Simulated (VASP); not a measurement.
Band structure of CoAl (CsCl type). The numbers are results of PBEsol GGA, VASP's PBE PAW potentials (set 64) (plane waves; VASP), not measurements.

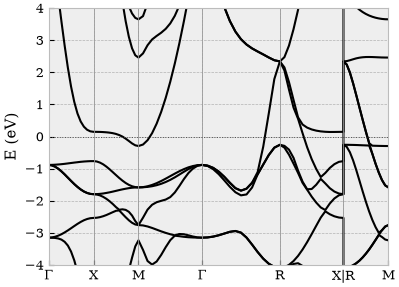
*Bands along high-symmetry lines, zero at the valence-band maximum or, without a gap, the Fermi level*

Task: Read the plot: is there a gap, and where are the band edges?

Result: It has no gap at this level: it comes out as a metal or semimetal. (Edges off the drawn lines would not show.)

The compound is CoAl in the CsCl type structure. It was relaxed first. The run is not spin-polarised, so no magnetic state was tried.
